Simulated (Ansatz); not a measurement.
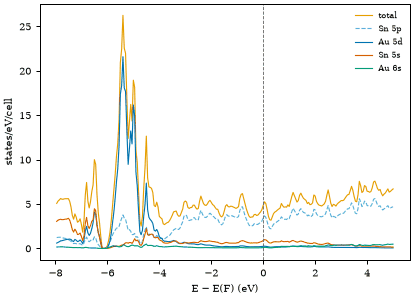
Fig. 1. Total and projected density of states of Sn4Au in space group Ccce (No. 68; Sn on 16i, Au on 4a), DFT-PBEsol in the program Ansatz with PAW potentials

**Question.** Which orbitals carry the states next to the Fermi level?

**Answer.** Within 0.5 eV of the Fermi level: Sn 5p 71 %, Sn 5s 18 %. Projections are on Löwdin-orthogonalised atomic valence shells; empty p or d shells of many metals are not among them.

**Question.** Where is the tallest occupied peak in this window, and what makes it?

**Answer.** Near -5.4 eV, about 26 states/eV per cell; the largest projected share is Au 5d.

The workflow started from a Materials Project entry (that database holds measured and hypothetical structures alike); the Crystallography Open Database copy checked does not list it. COD files the formula under space group No. 41. Its standing as an ambient phase is unchecked. The PBEsol relaxation kept the symmetry of its start; its stability against distortions is not shown here. Spin–orbit coupling is left out wherever it is not named.

Potentials: the earlier of the program's two PAW sets. The files were generated under PBE; for other functionals the program regenerates the frozen cores, and for LDA and PBEsol the local potential too.
